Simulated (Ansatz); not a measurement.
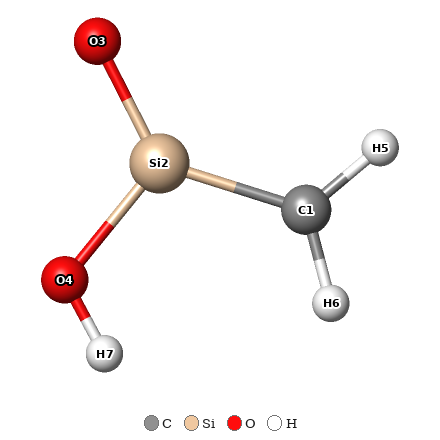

The system is CH3O2Si, SMILES C=[Si]([O-])O, charge −1; the picture shows the reference structure. Coordinates scanned: (1) dihedral C1–Si2–O4–H7; (2) dihedral H5–C1–Si2–O4. Nothing is relaxed (all other coordinates rigid). The grid has 18 × 18 points; 164 points were computed and 160 follow by symmetry. Points are written as (first, second). Energies: kcal/mol, counted from the relaxed molecule at the same level. Theory: RHF/def2-SVPD in Ansatz 0.2.0.

Its coordinates:

```xyz
7

C    -0.6685    0.8716    0.2349
Si    0.4935   -0.3872    0.4543
O     1.3360   -0.8794    1.6428
O     0.7409   -1.2550   -0.9679
H    -0.9606    1.5387    1.0381
H    -1.1578    1.0496   -0.7190
H     0.2166   -0.9382   -1.6833
```

Range: dihedral C1–Si2–O4–H7 from −180 to 160°; dihedral H5–C1–Si2–O4 from −180 to 160°.

What will the energy surface look like?

Answer. The lowest grid point is at (−180°, −180°), −1.3 kcal/mol from the relaxed molecule at the same level; the map holds 2 wells of about this depth. There are further wells near (0°, −180°) (1.3 kcal/mol above the lowest at that grid point); (0°, 0°) (1.4 kcal/mol above the lowest at that grid point). The highest grid point, (−80°, 80°), lies 32.6 kcal/mol above the lowest. On the interpolated surface the easiest way out of the lowest well to the well at (0°, −180°) passes a barrier of about 5.8 kcal/mol. Round the minimum the valley is somewhat tilted: raising dihedral C1–Si2–O4–H7 shifts the best value of dihedral H5–C1–Si2–O4 upwards (coupling k₁₂/√(k₁₁k₂₂) about −0.2).

| dihedral H5–C1–Si2–O4 ↓, dihedral C1–Si2–O4–H7 → | −180 | −140 | −100 | −60 | −20 | 20 | 60 | 100 | 140 |
| --- | --- | --- | --- | --- | --- | --- | --- | --- | --- |
| 140 | 7.2 | 11.4 | 14.3 | 11.4 | 7.5 | 9.5 | 14.2 | 13.9 | 8.9 |
| 100 | 21.2 | 26.0 | 31.2 | 27.8 | 21.2 | 22.0 | 29.1 | 31.0 | 24.8 |
| 60 | 15.2 | 17.6 | 23.4 | 23.1 | 17.0 | 15.0 | 20.2 | 23.9 | 20.1 |
| 20 | 1.0 | 2.7 | 6.7 | 6.8 | 3.3 | 2.1 | 5.1 | 6.9 | 4.1 |
| −20 | 1.0 | 4.1 | 6.9 | 5.1 | 2.1 | 3.3 | 6.8 | 6.7 | 2.7 |
| −60 | 15.2 | 20.1 | 23.9 | 20.2 | 15.0 | 17.0 | 23.1 | 23.4 | 17.6 |
| −100 | 21.2 | 24.8 | 31.0 | 29.1 | 22.0 | 21.2 | 27.8 | 31.2 | 26.0 |
| −140 | 7.2 | 8.9 | 13.9 | 14.2 | 9.5 | 7.5 | 11.4 | 14.3 | 11.4 |
| −180 | −1.3 | 0.9 | 4.1 | 3.5 | 0.5 | 0.5 | 3.5 | 4.1 | 0.9 |

The table holds every second grid line.

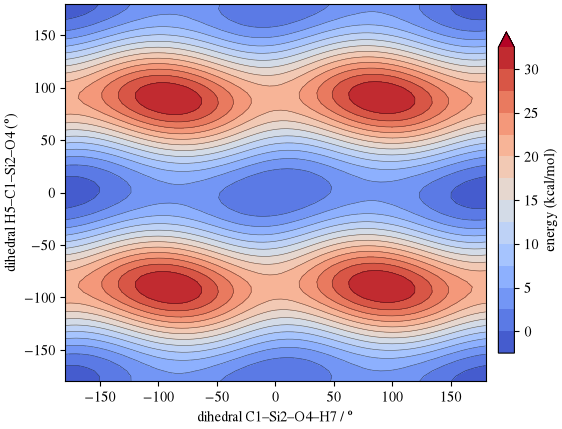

The picture shows filled contours, one colour for all values above the top of the scale. Between grid points the surface is interpolated.

Time for the 164 points that were run: 5.2 min on 1 thread of Arm Neoverse V2 (shared host).
